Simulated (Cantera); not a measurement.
Input: 1 mol SiHCl₃, 0.048 mol HCl, 11 mol H₂, at 17.0 mbar.

Cantera equilibrium calculation (NASA polynomials, part measured and part estimated; ideal gas, pure solids and liquids). Candidate condensed phases: Si; 19 gas species. The tables' values for SiCl, SiCl₃ are old estimates; treat these amounts as uncertain. Gases not in the tables: Si₂H₆ and higher silanes. Rates play no part.

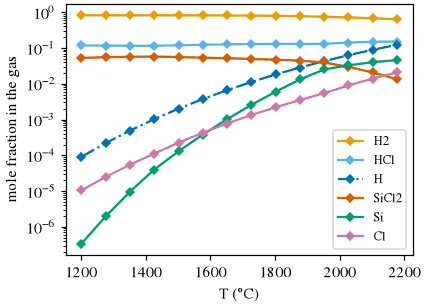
Figure: Equilibrium gas composition (values under 1e-9 drawn at 1e-9)

From 1202 °C to 1352 °C the condensed part is Si(s). From 1427 °C to 1877 °C the condensed part is Si(l). From 1952 °C to 2177 °C nothing is condensed. The main Si-bearing gas is SiCl₂ at 1202 °C and Si at 2177 °C.
